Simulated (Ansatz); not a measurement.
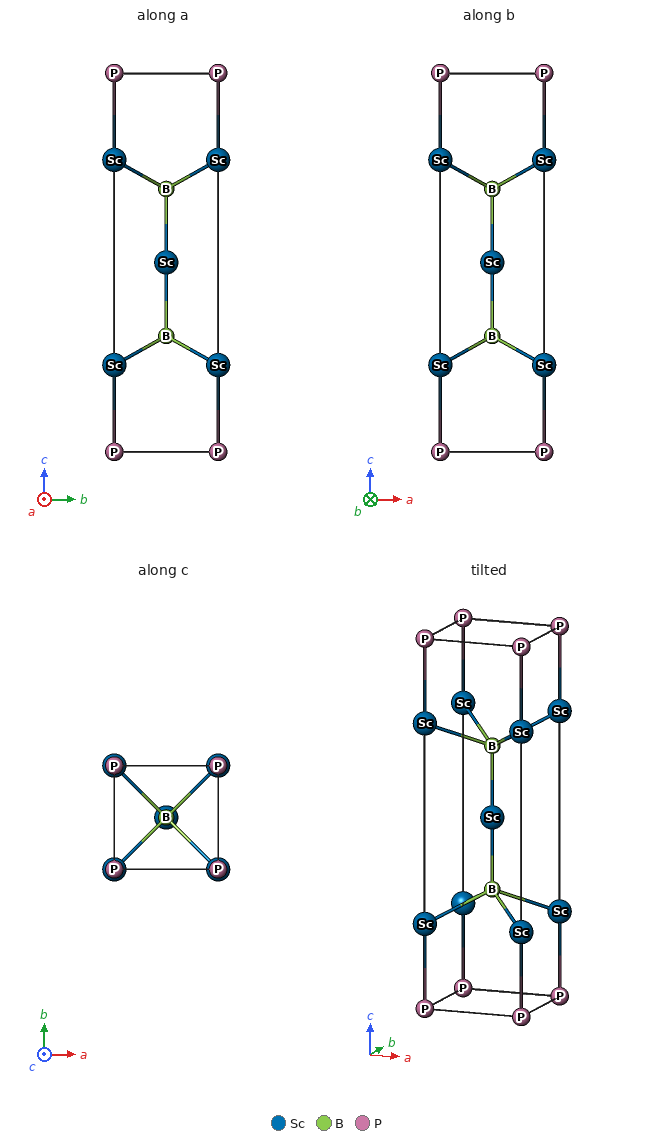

The image is a ball-and-stick drawing of a crystal, viewed along the a axis, along the b axis, along the c axis and slightly off an axis. The wireframe shows the conventional unit cell.

Lattice parameters: a = 3.143 Å, b = 3.143 Å, c = 11.469 Å, α = 90.00°, β = 90.00°, γ = 90.00°.

Q: Write down what is shown as a table of Wyckoff sites, with free fractional coordinates to two decimals.

A: Space group P4/mmm (No. 123).
```csv
atom,site,x,y,z
Sc,2g,0.00,0.00,0.77
Sc,1d,0.50,0.50,0.50
B,2h,0.50,0.50,0.69
P,1a,0.00,0.00,0.00
```

Starting structure: a random cell made by a generator, so it need not be a real form of the compound. Earlier steps of the study, as a rule a relaxation of our own, may have changed the cell and positions, so they can lie some per cent off the listed ones. A calculation with Ansatz used it as input.
